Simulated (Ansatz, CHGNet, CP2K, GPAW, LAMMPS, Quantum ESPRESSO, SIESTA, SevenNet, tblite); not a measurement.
# SIESTA runs on amorphous polyacrylonitrile (as short chains C14N4H18) at 400 K (108 atoms)

How do the settings of SIESTA change the result for amorphous polyacrylonitrile (as short chains C14N4H18) at 400 K (108 atoms)? A plane-wave run serves as the yardstick.

Method: the method is named at each step, in SIESTA 5.4.2.

**1. The starting structure**

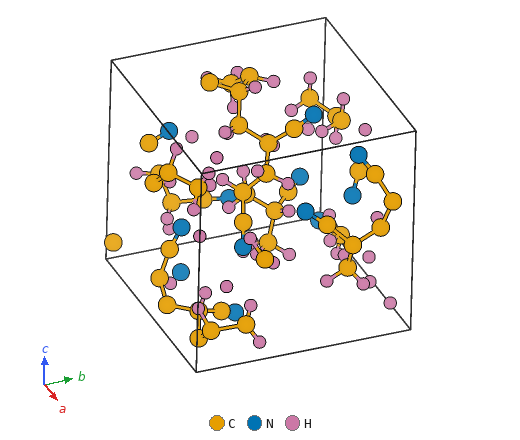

The cell as given, slightly off an axis (carbon orange, nitrogen blue, hydrogen pink). Bonds to atoms that aren't drawn are left out. Some periodic images of atoms are drawn too.

The cell holds 108 atoms: 42 C, 12 N and 54 H. Cell: a = 10.456 Å, b = 10.456 Å, c = 10.456 Å, α = 90.0°, β = 90.0°, γ = 90.0°. 3 polyacrylonitrile chains of 4 units with methyl end groups placed at random, at 1.06 g/cm³; overlaps pushed apart, then 20 ps at 800 K with MMFF94 bonds, angles, torsions, charges and radii (Halgren, J. Comput. Chem. 17, 490 (1996)) in harmonic and 12-6 forms. Snapshot after 30 ps at 400 K and fixed volume.

The yardstick, on the same geometry:

```
method                                           : Kohn-Sham DFT, PBE, PAW, plane waves (Ansatz 0.2.0); cutoff 420 eV, Γ point, fermi-dirac smearing of 0.05 eV; PAW set soft_2
r.m.s. force component                           : 0.9482 eV/Å
longest force                                    : 4.306 eV/Å
pressure                                         : 2.794 GPa
gap (highest filled to lowest empty level) : 5.922 eV
SCF cycles                                       : 10
time                                             : 4.8 s on 8 threads of Arm Neoverse V2, shared host
CPU time                                         : 34 s
```

**2. PBE, DZP, shift 0.01 Ry, mesh 500 Ry**

Method: Kohn-Sham DFT, PBE, PseudoDojo 0.4.1 norm-conserving pseudopotentials (converted to PSML), numerical atomic orbitals (DZP), diagonalisation.

The .psml files are PseudoDojo norm-conserving potentials that we converted to this format, checked against plane waves on the same files for H, C, O, Si, Ge and Ca alone.

input.fdf reads:

```
SystemLabel cell
NumberOfAtoms 108
NumberOfSpecies 3
%block ChemicalSpeciesLabel
  1 6 C
  2 7 N
  3 1 H
%endblock ChemicalSpeciesLabel
LatticeConstant 1.0 Ang
%block LatticeVectors
  10.45608 0.00000 0.00000
  0.00000 10.45608 0.00000
  0.00000 0.00000 10.45608
%endblock LatticeVectors
PAO.BasisSize DZP
PAO.EnergyShift 0.01 Ry
XC.Functional GGA
XC.Authors PBE
MeshCutoff 500 Ry
%block kgrid_Monkhorst_Pack
  1 0 0 0.0
  0 1 0 0.0
  0 0 1 0.0
%endblock kgrid_Monkhorst_Pack
SolutionMethod diagon
OccupationFunction FD
ElectronicTemperature 580 K
SCF.Mixer.Method Pulay
SCF.Mixer.Weight 0.15
SCF.Mixer.History 8
SCF.Mix Hamiltonian
MaxSCFIterations 300
SCF.DM.Tolerance 1e-04
SCF.H.Tolerance 1.0e-3 eV
WriteForces T
Write.HirshfeldPop T
Write.VoronoiPop T
Write.DM F
Write.H F
XML.Write F
AtomicCoordinatesFormat Fractional
%block AtomicCoordinatesAndAtomicSpecies
  0.11225 0.51559 0.83684 1
  0.21780 0.55469 0.92445 1
  0.32797 0.46039 0.93164 1
  0.28277 0.34061 0.97703 1
  0.24898 0.24434 0.02336 2
  0.40035 0.43115 0.80878 1
  0.47513 0.53958 0.73738 1
  0.53666 0.63106 0.82609 1
  0.57249 0.70559 0.90185 2
  0.57701 0.48824 0.65476 1
  0.52088 0.40576 0.54784 1
  0.61963 0.36806 0.45985 1
  0.68992 0.33965 0.38089 2
  0.41225 0.46885 0.46114 1
  0.46276 0.58345 0.38142 1
  0.36677 0.68559 0.40071 1
  0.29622 0.76952 0.41782 2
  0.48097 0.54761 0.23918 1
  0.07166 0.42110 0.86243 3
  0.02737 0.58077 0.82970 3
  0.15584 0.51148 0.74157 3
  0.25371 0.65312 0.89814 3
  0.18456 0.56181 0.02276 3
  0.40410 0.50141 0.98809 3
  0.33448 0.40704 0.73655 3
  0.45593 0.34300 0.82453 3
  0.40894 0.59184 0.67807 3
  0.63646 0.56617 0.62080 3
  0.63408 0.42266 0.71388 3
  0.47189 0.33029 0.59804 3
  0.32822 0.48950 0.52334 3
  0.37641 0.40460 0.38834 3
  0.55001 0.61091 0.42443 3
  0.39632 0.51076 0.19972 3
  0.54483 0.46861 0.23461 3
  0.51660 0.63337 0.18164 3
  0.98546 0.31433 0.49329 1
  0.05642 0.21552 0.41500 1
  0.08476 0.26348 0.27623 1
  0.13145 0.39192 0.29084 1
  0.16131 0.49918 0.29185 2
  0.97626 0.23795 0.17648 1
  0.93358 0.09340 0.15179 1
  0.03930 0.01535 0.10261 1
  0.11181 0.94588 0.05473 2
  0.82502 0.08435 0.05405 1
  0.69629 0.13667 0.10693 1
  0.66135 0.25896 0.06001 1
  0.61336 0.34402 0.00751 2
  0.60932 0.02602 0.11147 1
  0.46912 0.04890 0.16125 1
  0.46227 0.09525 0.29298 1
  0.46326 0.14786 0.39180 2
  0.40472 0.92075 0.15310 1
  0.93013 0.37821 0.43056 3
  0.04125 0.36980 0.55965 3
[... 48 atom lines left out ...]
  0.07981 0.70058 0.49545 3
  0.92868 0.63201 0.28302 3
  0.84070 0.74971 0.33844 3
  0.98455 0.77909 0.26886 3
%endblock AtomicCoordinatesAndAtomicSpecies
```

Started as:

```sh
$ OMP_NUM_THREADS=1 mpirun -np 2 siesta < input.fdf > output.txt
```

Output:

```text
Version         : 5.4.2
reinit: System Name:
reinit: System Label: cell
initatom: Reading input for the pseudopotentials and atomic orbitals ----------
Species number:   1 Atomic number:    6 Label: C
Species number:   2 Atomic number:    7 Label: N
Species number:   3 Atomic number:    1 Label: H
Ground state valence configuration (from tables):   2s02  2p02  3d00  4f00
Ground state valence configuration (from tables):   2s02  2p03  3d00  4f00
Ground state valence configuration (from tables):   1s01  2p00  3d00  4f00
---- Processing specs for species: C
GGA--PBE XC_GGA_X_PBE--XC_GGA_C_PBE pb
---- Processing specs for species: N
GGA--PBE XC_GGA_X_PBE--XC_GGA_C_PBE pb
---- Processing specs for species: H
GGA--PBE XC_GGA_X_PBE--XC_GGA_C_PBE pb
C pseudopotential only contains V_ls up to l=1 -- lmxkb reset.
N pseudopotential only contains V_ls up to l=1 -- lmxkb reset.
H pseudopotential only contains V_ls up to l=1 -- lmxkb reset.
Using PAO.SplitTailNorm
%block ChemicalSpeciesLabel
    1    6 C                       # Species index, atomic number, species label
    2    7 N                       # Species index, atomic number, species label
    3    1 H                       # Species index, atomic number, species label
%endblock ChemicalSpeciesLabel
%block PAO.Basis                 # Define Basis set
C                     2                    # Species label, number of l-shells
 n=2   0   2                         # n, l, Nzeta
   4.484      3.048
   1.000      1.000
 n=2   1   2 P   1                   # n, l, Nzeta, Polarization, NzetaPol
   5.436      3.692
   1.000      1.000
N                     2                    # Species label, number of l-shells
 n=2   0   2                         # n, l, Nzeta
   3.944      2.617
   1.000      1.000
 n=2   1   2 P   1                   # n, l, Nzeta, Polarization, NzetaPol
   4.781      3.167
   1.000      1.000
H                     1                    # Species label, number of l-shells
 n=1   0   2 P   1                   # n, l, Nzeta, Polarization, NzetaPol
   5.233      3.529
   1.000      1.000
%endblock PAO.Basis
coor:   Atomic-coordinates input format  =     Fractional
siesta: System type = bulk
initatomlists: Number of atoms, orbitals, and projectors:    108   972   702
siesta: ******************** Simulation parameters ****************************
Total number of electrons:   282.000000
Total ionic charge:   282.000000
 Kpoints in:            1 . Kpoints trimmed:            1
siesta: k-grid: Number of k-points = 1
siesta: k-points from Monkhorst-Pack grid
siesta: k-cutoff (effective) =     5.228 Ang
siesta: k-point supercell and displacements
siesta: k-grid:     1     0     0      0.000
siesta: k-grid:     0     1     0      0.000
siesta: k-grid:     0     0     1      0.000
                     ====================================
                        Single-point calculation
                     ====================================
outcell: Unit cell vectors (Ang):
       10.456080    0.000000    0.000000
        0.000000   10.456080    0.000000
        0.000000    0.000000   10.456080
outcell: Cell vector modules (Ang)   :   10.456080   10.456080   10.456080
outcell: Cell angles (23,13,12) (deg):     90.0000     90.0000     90.0000
outcell: Cell volume (Ang**3)        :   1143.1591
Gamma-point calculation with multiply-connected orbital pairs
Gamma-point calculation with multiply-connected orbital pairs
Folding of H and S implicitly performed
Folding of H and S implicitly performed
new_DM -- step:     1
Initializing Density Matrix...
Attempting to read DM from file... Failed...
DM filled with atomic data:
InitMesh: MESH = 144 x 144 x 144 = 2985984
InitMesh: Mesh cutoff (required, used) =   500.000   524.191 Ry
stepf: Fermi-Dirac step function
        iscf     Eharris(eV)        E_KS(eV)     FreeEng(eV)     dDmax    Ef(eV) dHmax(eV)
   scf:    1   -11155.710917   -11082.370406   -11082.370406  1.958811 -3.857264  7.008113
   scf:    2   -11104.395102   -11094.825714   -11094.825714  0.058348 -7.773930  4.737424
   scf:    3   -11103.742649   -11101.013084   -11101.013084  0.092269 -6.910032  1.321650
   scf:    4   -11102.296284   -11101.884566   -11101.884566  0.037453 -6.572955  0.413678
   scf:    5   -11102.110776   -11102.018200   -11102.018200  0.011719 -6.436012  0.218100
   scf:    6   -11102.047135   -11102.036873   -11102.036873  0.003785 -6.419761  0.098618
[...]
scf:   10   -11102.044361   -11102.044337   -11102.044337  0.000249 -6.415918  0.002239
   scf:   11   -11102.044348   -11102.044343   -11102.044343  0.000133 -6.415472  0.000843
   scf:   12   -11102.044344   -11102.044344   -11102.044344  0.000040 -6.415377  0.000433
SCF Convergence by DM+H criterion
max |DM_out - DM_in|         :     0.0000402550
max |H_out - H_in|      (eV) :     0.0004331921
SCF cycle converged after 12 iterations
Using DM_out to compute the final energy and forces
siesta: E_KS(eV) =           -11102.0443
siesta: E_KS - E_eggbox =    -11102.0443
siesta: Atomic forces (eV/Ang):
     1   -0.954907    0.043742   -0.484261
     2    0.129593    1.387911    0.274856
     3    0.573143    1.126288   -1.754755
     4    0.210284   -0.341981    0.978302
     5   -0.505668   -1.374200    0.414295
     6    0.720991    0.678873   -0.592130
[...]
106    0.538711   -0.511275    0.689116
   107   -3.021011    1.321695    0.101252
   108    1.950372    2.261720   -1.582313
----------------------------------------
   Tot   -0.007462    0.005085    0.000763
----------------------------------------
   Max    4.066845
   Res    1.307281    sqrt( Sum f_i^2 / 3N )
----------------------------------------
   Max    4.066845    constrained
Stress tensor Voigt[x,y,z,yz,xz,xy] (kbar):      -72.12      -73.05      -54.08       -6.88        7.52        1.95
(Free)E + p*V (eV/cell)   -11054.6553
Target enthalpy (eV/cell)   -11102.0443
siesta: Program's energy decomposition (eV):
siesta: Ebs     =     -3751.078094
siesta: Eions   =     18938.257983
siesta: Ena     =      4983.562126
siesta: Ekin    =      7719.534321
siesta: Enl     =      -635.565656
siesta: DEna    =      -320.334842
siesta: DUscf   =        32.639295
siesta: Ex      =     -3625.140992
siesta: Ec      =      -318.480612
siesta: Exc     =     -3943.621604
siesta: Eharris =    -11102.044344
siesta: Etot    =    -11102.044344
siesta: FreeEng =    -11102.044344
siesta: Final energy (eV):
siesta:  Band Struct. =   -3751.078094
siesta:       Kinetic =    7719.534321
siesta:       Hartree =    6386.496154
siesta:         Exch. =   -3625.140992
siesta:         Corr. =    -318.480612
siesta:   Exch.-corr. =   -3943.621604
siesta:  Ion-electron =  -19820.093887
siesta:       Ion-ion =   -1444.359328
siesta:         Total =  -11102.044344
siesta:         Fermi =      -6.415377
siesta: Stress tensor (static) (eV/Ang**3):
siesta:    -0.045013    0.001217    0.004696
siesta:     0.001217   -0.045593   -0.004296
siesta:     0.004696   -0.004297   -0.033757
siesta: Cell volume =       1143.159138 Ang**3
siesta: Pressure (static):
siesta:                Solid            Molecule  Units
siesta:           0.00045150          0.00032096  Ry/Bohr**3
siesta:           0.04145445          0.02946942  eV/Ang**3
siesta:          66.41734751         47.21522036  kBar
    Orbital volume contribution        =          32.841223 eV
    (Free)E + p_basis*V_orbitals       =      -11069.203121 eV
    (Free)Eharris+ p_basis*V_orbitals  =      -11069.203121 eV
Hirshfeld Atomic Populations:
Atom #   charge [q] valence [e]  Species
     1    -0.078492    4.078492  C
     2    -0.025493    4.025493  C
     3     0.025091    3.974909  C
     4     0.096923    3.903077  C
     5    -0.169004    5.169004  N
     6    -0.031311    4.031311  C
     7     0.031948    3.968052  C
[...]
9    -0.165704    5.165704  N
[...]
13    -0.164442    5.164442  N
[...]
17    -0.165915    5.165915  N
[...]
19     0.023410    0.976590  H
    20     0.024576    0.975424  H
    21     0.014801    0.985199  H
    22     0.024643    0.975357  H
    23     0.022219    0.977781  H
    24     0.038665    0.961335  H
[...]
41    -0.165492    5.165492  N
[...]
45    -0.157989    5.157989  N
[...]
--------------------
 Total    -0.000002
Voronoi Atomic Populations:
Atom #   charge [q] valence [e]  Species
[...]
81    -0.166013    5.166013  N
[...]
85    -0.157459    5.157459  N
[...]
87     0.031581    3.968419  C
    88     0.059765    3.940235  C
    89    -0.157133    5.157133  N
    90    -0.007863    4.007863  C
[...]
106     0.014937    0.985063  H
   107     0.008982    0.991018  H
   108     0.017984    0.982016  H
--------------------
 Total    -0.000002
```

Run time: 1.7 min. Hardware: 2 MPI ranks of Arm Neoverse V2, shared host; peak memory 1.7 GiB; 3.4 min of CPU time.

Banners, paths, timers and routine set-up lines are dropped from the logs unmarked, and long logs keep their key lines alone; longer cuts are marked.

Numbers from this run, and their distance from the reference:

```
r.m.s. force component                           : 1.307 eV/Å
r.m.s. difference of force components            : 740.9 meV/Å
longest difference of force vectors              : 3194 meV/Å
force difference over r.m.s. force               : 78.14 %
slope of forces against the reference's          : 1.145
correlation of force components                  : 0.8306
gap (highest filled to lowest empty level) : 6.117 eV
gap difference                                   : 0.1952 eV
pressure                                         : 6.642 GPa
pressure difference                              : 3.848 GPa
```

This run lies far from the reference in forces at the same functional.

Length of the force difference by element (eV/Å):

```csv
element,atoms,mean,most
C,42,0.92,2.6
H,54,0.67,0.94
N,12,2.8,3.2
```

Levels nearest the highest filled one (eV from it): -0.45, -0.42, -0.36, -0.31, -0.28, -0.25, -0.24, -0.19, -0.13, -0.06, -0.03, 0.00, 6.12, 6.27, 6.29, 6.36, 6.41, 6.55, 6.59, 6.64, 6.69, 6.76, 6.81, 6.86.

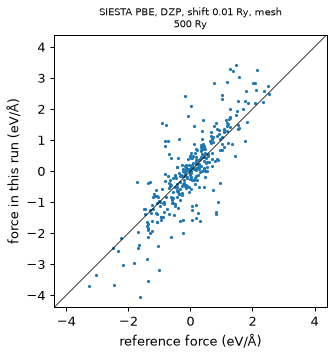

Force components against those of the reference; the line marks equality.

Local excerpt of 9 atoms (numbers count through the whole input) about N9, one of the 12 N atoms; x, y, z are measured from there.

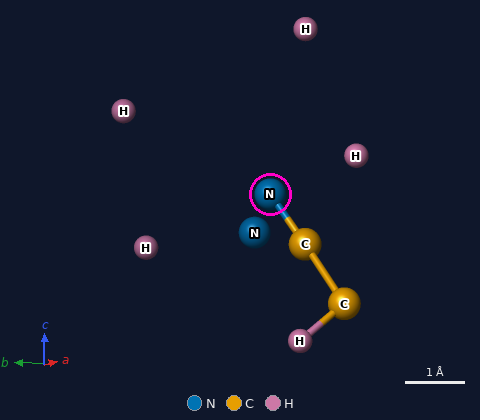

The atoms of the table, within 3.1 Å (arrows a, b, c point along x, y, z); some may hide others; the central atom is ringed.

```csv
atom,x,y,z,distance (Å),bonds,Hirshfeld charge (e),Fx,Fy,Fz (eV/Å)
N9,0.00,0.00,0.00,0.00,1,-0.17,0.44,0.97,0.96
C8,-0.37,-0.78,-0.79,1.17,2,0.08,-1.07,-0.62,-0.39
H94,0.41,2.36,-1.07,2.62,1,0.01,0.27,0.86,-0.46
C7,-1.02,-1.74,-1.72,2.65,4,0.03,0.07,0.00,2.73
H24,-1.76,-2.13,0.90,2.91,1,0.04,0.70,0.20,1.55
N85,2.56,1.14,-0.90,2.95,1,-0.16,-1.31,-0.52,1.46
H36,-0.58,-0.76,2.93,3.08,1,0.04,-0.15,-0.83,0.29
H67,0.36,2.82,1.26,3.11,1,0.03,-0.50,-0.54,-1.49
H27,-1.71,-1.19,-2.34,3.13,1,0.03,-1.03,0.98,-0.52
```

Forces lie 78 % from the reference's, at 5.9 times its CPU time (on 2 against 8 cores).

The difference per atom is largest on N (2.8 eV/Å on average, against 0.92 on C).

**3. PBE, SZP, shift 0.01 Ry, mesh 500 Ry**

Method: Kohn-Sham DFT, PBE, PseudoDojo 0.4.1 norm-conserving pseudopotentials (converted to PSML), numerical atomic orbitals (SZP), diagonalisation.

input.fdf: that of step 2 with these lines changed.

```diff
@@ -14,3 +14,3 @@
 %endblock LatticeVectors
-PAO.BasisSize DZP
+PAO.BasisSize SZP
 PAO.EnergyShift 0.01 Ry
```

Output:

```text
Version         : 5.4.2
reinit: System Name:
reinit: System Label: cell
initatom: Reading input for the pseudopotentials and atomic orbitals ----------
Species number:   1 Atomic number:    6 Label: C
Species number:   2 Atomic number:    7 Label: N
Species number:   3 Atomic number:    1 Label: H
Ground state valence configuration (from tables):   2s02  2p02  3d00  4f00
Ground state valence configuration (from tables):   2s02  2p03  3d00  4f00
Ground state valence configuration (from tables):   1s01  2p00  3d00  4f00
---- Processing specs for species: C
[... lines left out ...]
        iscf     Eharris(eV)        E_KS(eV)     FreeEng(eV)     dDmax    Ef(eV) dHmax(eV)
[... lines left out ...]
SCF Convergence by DM+H criterion
[... lines left out ...]
SCF cycle converged after 11 iterations
[... lines left out ...]
   Max    7.582261
[... lines left out ...]
   Max    7.582261    constrained
Stress tensor Voigt[x,y,z,yz,xz,xy] (kbar):     -116.91     -154.92     -110.59       -9.62       21.82        9.80
[... lines left out ...]
siesta: FreeEng =    -11028.770367
[... lines left out ...]
siesta:         Fermi =      -6.168960
[... lines left out ...]
siesta:     0.013619   -0.006001   -0.069028
siesta: Cell volume =       1143.159138 Ang**3
siesta: Pressure (static):
siesta:                Solid            Molecule  Units
siesta:           0.00086658          0.00085316  Ry/Bohr**3
siesta:           0.07956550          0.07833346  eV/Ang**3
siesta:         127.47798096        125.50404659  kBar
    Orbital volume contribution        =          27.981253 eV
    (Free)E + p_basis*V_orbitals       =      -11000.789114 eV
    (Free)Eharris+ p_basis*V_orbitals  =      -11000.789115 eV
Hirshfeld Atomic Populations:
Atom #   charge [q] valence [e]  Species
     1    -0.098957    4.098957  C
     2    -0.042912    4.042912  C
     3     0.016900    3.983100  C
[...]
5    -0.146860    5.146860  N
[...]
9    -0.141954    5.141954  N
[...]
13    -0.141045    5.141045  N
[...]
19     0.034004    0.965996  H
    20     0.034970    0.965030  H
    21     0.023556    0.976444  H
[...]
--------------------
 Total    -0.000006
Voronoi Atomic Populations:
Atom #   charge [q] valence [e]  Species
[...]
85    -0.150823    5.150823  N
[...]
88     0.046393    3.953607  C
    89    -0.144895    5.144895  N
    90     0.018765    3.981235  C
[...]
107    -0.002954    1.002954  H
   108     0.006009    0.993991  H
--------------------
 Total    -0.000006
```

Run time: 82 s. Hardware: 2 MPI ranks; peak memory 1.6 GiB; 2.7 min of CPU time.

Numbers from this run, and their distance from the reference:

| Quantity | Value |
| --- | --- |
| r.m.s. force component | 2.286 eV/Å |
| r.m.s. difference of force components | 1947 meV/Å |
| longest difference of force vectors | 7749 meV/Å |
| force difference over r.m.s. force | 205.3 % |
| slope of forces against the reference's | 1.3 |
| correlation of force components | 0.5391 |
| gap (highest filled to lowest empty level) | 6.229 eV |
| gap difference | 0.3073 eV |
| pressure | 12.75 GPa |
| pressure difference | 9.954 GPa |

This is a coarse setting, run to see what it loses.

Against the first run (78 %), the force difference from the reference is 205 %, at 0.82 times the CPU time, with 702 basis functions against 972: the smaller basis costs accuracy.

The difference per atom is largest on N (7.1 eV/Å on average, against 2.6 on C).

[end of part 1 of 2]

[Also dropped from logs without a mark: logging warnings of Python, and SIESTA's first energy breakdown and zero terms.]

[Logs are printed without paths, hosts, clocks, repeated set-up lines and the standing remarks that a program may print on its own settings, such as how far it seeks lower states.]

[Hosts, paths, dates, database ids (printed as entryN), source tags and the programs' standing remarks are cut or masked in the printed files.]

[The MMFF94 radii named for the starting cell were scaled by 0.96; in molecules described by MMFF94, hydrogen bound to N, O or S took a small fixed 12-6 site in their place.]
